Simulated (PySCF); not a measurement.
# BiH4O2 (Bi(H2O)23+): the cost of one run

Method: PBE0, Bi def2-SVP with ECP60, O def2-SVP, H def2-SVP; scalar-relativistic core potentials, no spin–orbit coupling; program: PySCF 2.14.0.

1 further run of the same task is left out (for a known fault of the program).

### 1 Starting geometry

7 atoms, charge 3, spin multiplicity 1.

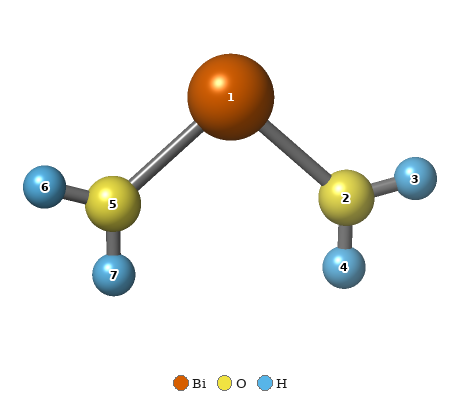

The structure; bismuth orange, oxygen yellow, hydrogen blue; atoms are numbered from 1 in the order of the file.

Coordinates:

| atom | x (Å) | y (Å) | z (Å) |
| --- | --- | --- | --- |
| Bi1 | 1.2505 | -0.3484 | 0.0167 |
| O2 | -0.1396 | 0.1961 | 1.6517 |
| H3 | 0.1288 | 0.2284 | 2.6147 |
| H4 | -1.1062 | 0.4387 | 1.6309 |
| O5 | -0.1659 | -0.0154 | -1.6519 |
| H6 | 0.0597 | -0.1923 | -2.6094 |
| H7 | -1.1024 | 0.3248 | -1.6527 |

Formal oxidation states: Bi +3. An earlier session relaxed this geometry at PBE0, Bi def2-SVP with ECP60, O def2-SVP, H def2-SVP (singlet, point group C2).

Its energy there is -365.793540 Eh.

### 2 One electron removed, multiplicity 2

run.py (the lines that set the calculation) reads:

```python
mol = gto.M(atom='''
Bi     1.25048    -0.34840     0.01666
O     -0.13959     0.19607     1.65170
H      0.12875     0.22837     2.61471
H     -1.10618     0.43867     1.63088
O     -0.16595    -0.01540    -1.65186
H      0.05974    -0.19225    -2.60943
H     -1.10242     0.32484    -1.65266''',
    basis={'Bi': 'def2-SVP', 'O': 'def2-SVP', 'H': 'def2-SVP'},
    ecp={'Bi': 'def2-SVP'},
    charge=4, spin=1)
mf = dft.UKS(mol, xc='PBE0')
mf.grids.atom_grid = (50, 194)
mf = mf.density_fit()  # fitting sets: Bi def2-universal-JKFIT, O def2-universal-JKFIT, H def2-universal-JKFIT
mf.conv_tol = 1e-08; mf.max_cycle = 55
mf.kernel(dm0)  # dm0: the density of the relaxed state
```

Command:

```console
> OMP_NUM_THREADS=2 python run.py
```

**Question.** How long does this run take on 2 threads of Intel Xeon Platinum 8488C (Sapphire Rapids), shared host?

About 1.5 s.
